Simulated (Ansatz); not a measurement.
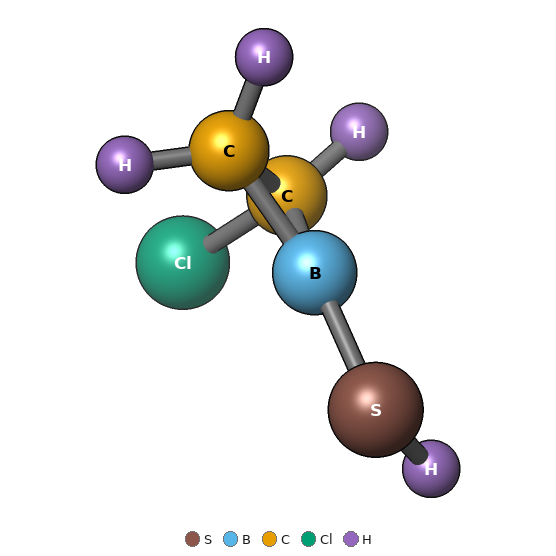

A ball-and-stick model of a molecule. Every bond is drawn as one stick, whatever its order.

Computed geometry: PBE0-D4/def2-TZVP optimisation.

Identify the structure.

Formula C₂H₄BClS. As SMILES it reads `SB1C[C@@H]1Cl`. Independent rings (smallest set): 1 of 3 members. Among its groups: C–Cl bond. This geometry has C1 symmetry. Coordination, clear cases only: 1 S bent.
